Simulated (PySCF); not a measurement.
## A study: C₄H₁₁P, SMILES `CC(C)(C)P`

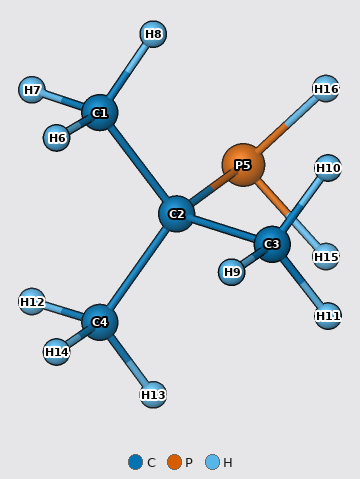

The molecule, with its atoms numbered as below. No frequency check shows the geometry to be a minimum.

Geometry (Å), atoms numbered from 1:

```
C1       0.8812    1.2520    0.7012
C2       0.3587    0.0001   -0.0043
C3       0.7975   -0.0006   -1.4669
C4       0.8809   -1.2517    0.7019
P5      -1.5244    0.0001    0.1492
H6       1.9695    1.2777    0.6726
H7       0.5638    1.2639    1.7429
H8       0.5029    2.1521    0.2182
H9       1.8853   -0.0001   -1.5289
H10      0.4277    0.8830   -1.9851
H11      0.4275   -0.8842   -1.9846
H12      0.5635   -1.2630    1.7436
H13      0.5024   -2.1521    0.2195
H14      1.9692   -1.2777    0.6733
H15     -1.7283   -1.0026   -0.8004
H16     -1.7280    1.0026   -0.8010
```

## 1. Bonding charge

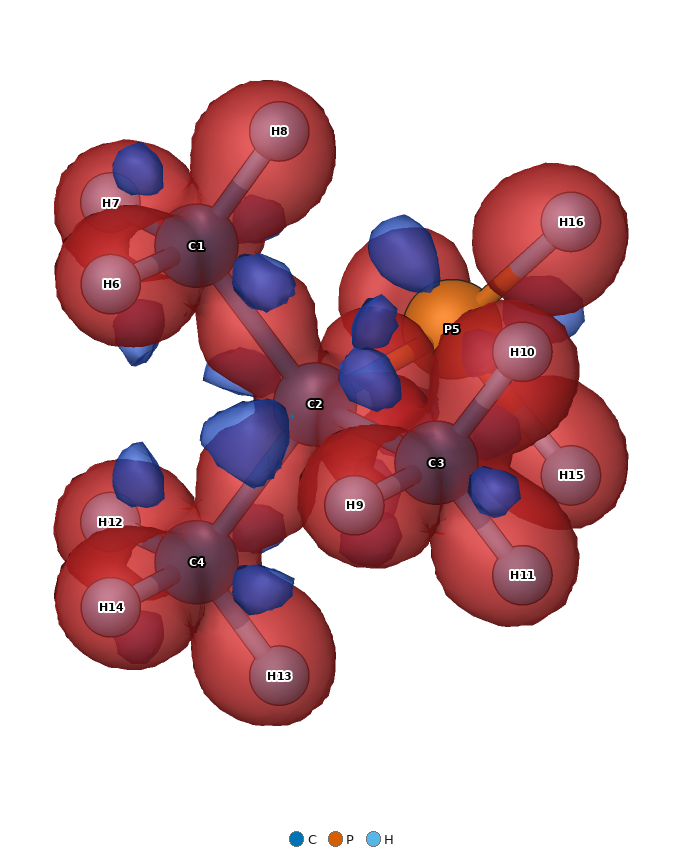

Deformation density (molecule less spherical, spin-averaged free atoms at the same positions), surfaces at ±0.09 e/Å³; red: gain, blue: loss.

PySCF calculation, M06-2X/6-31G*, gas phase; geometry: GFN2-xTB.

**Describe the bonding that the map shows.**

C1–H7 and C4–H12: +0.63 e/Å³ at the bond critical point (bond length 1.09 Å, Mayer order 0.9). C3–H11 and C3–H10: +0.63 e/Å³ at the bond critical point (bond length 1.09 Å, Mayer order 0.9). C1–H8 and C4–H13: +0.63 e/Å³ at the bond critical point (bond length 1.09 Å, Mayer order 0.9). C4–H14 and C1–H6: +0.62 e/Å³ at the bond critical point (bond length 1.09 Å, Mayer order 0.9). C3–H9: +0.62 e/Å³ at the bond critical point (bond length 1.09 Å, Mayer order 0.9). C2–C3: +0.44 e/Å³ at the bond critical point (bond length 1.53 Å, Mayer order 1.0). C1–C2 and C2–C4: +0.43 e/Å³ at the bond critical point (bond length 1.53 Å, Mayer order 1.0). P5–H15 and P5–H16: +0.20 e/Å³ at the bond critical point (bond length 1.40 Å, Mayer order 0.9). C2–P5: +0.17 e/Å³ at the bond critical point (bond length 1.89 Å, Mayer order 0.9). In all, 3.2 electrons gather in the regions of gain relative to the promolecule.

## 2. Local ionisation energy

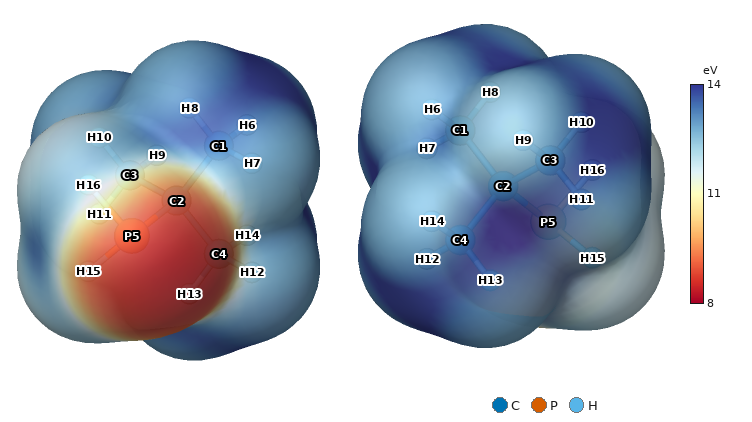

Average local ionisation energy on the surface of electron density 0.001 a.u. (back view left, front view right).

**Locate the minima of the map.**

The lowest value is 8.5 eV, 2.4 Å from P5. Further minima include 11.5 eV, 1.5 Å from H16, and at like points elsewhere; 12.3 eV, 1.4 Å from H9. For comparison, the highest occupied orbital lies at −8.1 eV.

## 3. Excited states

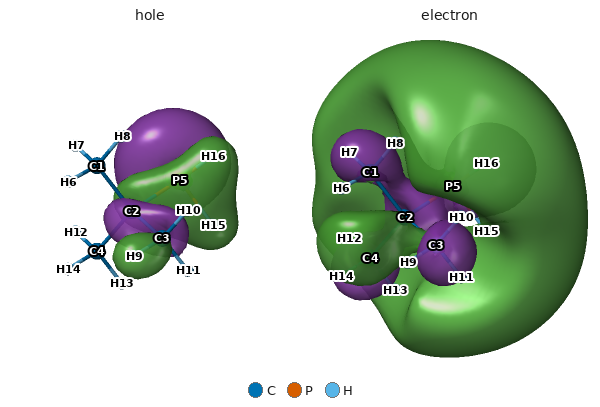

Leading natural transition orbital pair of S₁ (full linear response singlet states); the surfaces enclose about 78 % of each orbital's density.

Method: CAM-B3LYP/6-31+G*; geometry: GFN2-xTB; program: PySCF.

**Give its energy and the atoms that hole and electron lie on.**

6.31 eV (196 nm), f = 0.057, diffuse (Rydberg-like) orbital; the leading pair carries 99 %; hole on P5 (69 %), C2 (9 %) and C3 (5 %), electron on P5 (36 %), H15 and H16 (9 % each) and C1, C3 and C4 (7 % each) (atom shares of so diffuse an orbital are rough); their centroids lie 0.5 Å apart. In canonical orbitals it is mainly HOMO → LUMO (78 %). The HOMO–LUMO gap is 9.13 eV.

## 4. Removing or adding an electron

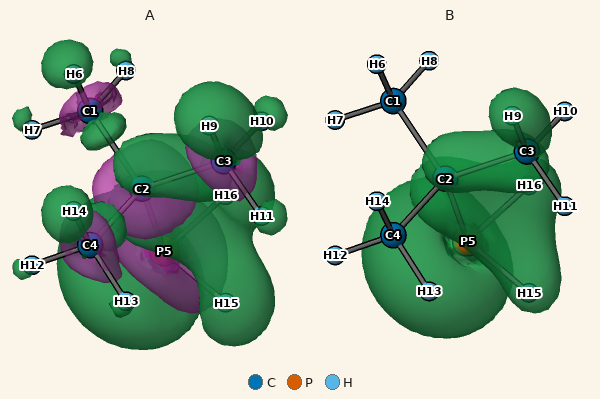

The Fukui function f⁻ from two separate SCF calculations and the density of the HOMO, at ±0.02 e/Å³ (green positive, purple negative).

Level of theory: PBE0/def2-SVP (PySCF), at a geometry from GFN2-xTB.

**Which panel is which, and how good is the frozen-orbital picture?**

A is f⁻ (it has negative regions), B the HOMO density. The HOMO lies on P5 (70 %), C2 (9 %) and C3 (5 %); f⁻ (Hirshfeld-condensed) is largest on P5 (0.45); the vertical ionisation energy is 9.19 eV. Relaxation shifts 30 % of the electron between atoms. The orbital energy is −7.04 eV.

## 5. Localised orbitals

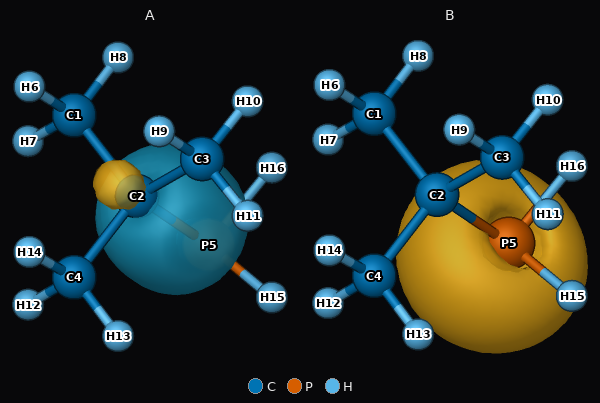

Pipek–Mezey orbitals, occupied; each surface holds about 80 % of the orbital's density. Energies are diagonal elements of the Fock matrix.

PySCF calculation, PBE/cc-pVDZ, gas phase; geometry: GFN2-xTB.

**Identify each orbital.**

By panel:
- A: σ bond C2–P5 (C2 51 %, P5 47 %; −10.8 eV)
- B: lone pair on P5 (sp0.8-type) (P5 99 %; −8.4 eV)

**How do all the valence pairs divide up?**

16 pairs: 15 σ bonds and 1 lone pair.

## 6. Stretching a bond

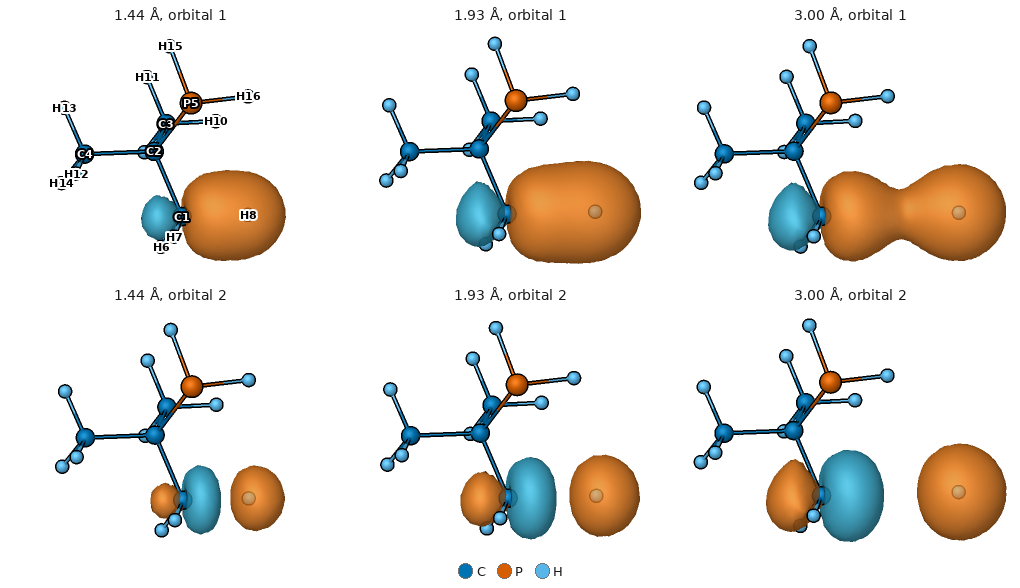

Rigid stretch of the C1–H8 bond. The two CASSCF(2,2) natural orbitals nearest half filling (orbital 1 the more occupied).

Method: 6-31G* basis; geometry: GFN2-xTB; program: PySCF.

**How do the occupations change along the stretch?**

1.44 Å: 1.95 and 0.05; 1.93 Å: 1.82 and 0.18; 3.00 Å: 1.29 and 0.71. At the longest distance computed (3.00 Å) they are 1.29 and 0.71, and the effective number of unpaired electrons is 1.7.

**Where does the UHF solution part from RHF?**

Between 1.66 Å (⟨S²⟩ = 0, the two coincide) and 1.93 Å (⟨S²⟩ = 0.56); at 3.00 Å ⟨S²⟩ is 0.99 and UHF lies 3.5 eV below RHF.

**How much energy does the stretch cost?**

By CASSCF, 4.3 eV from the lowest point of the scan (1.07 Å) to 3.00 Å; RHF gives 7.3 eV from its own lowest point. The fragments aren't relaxed and dynamic correlation is missing, so this isn't a bond dissociation energy.

The PySCF runs shown took 14 s, 7.6 min, 3.2 min, 16 s and 2.7 min on 1 thread of Intel(R) Xeon(R) 6975P-C (Granite Rapids), on a shared host.
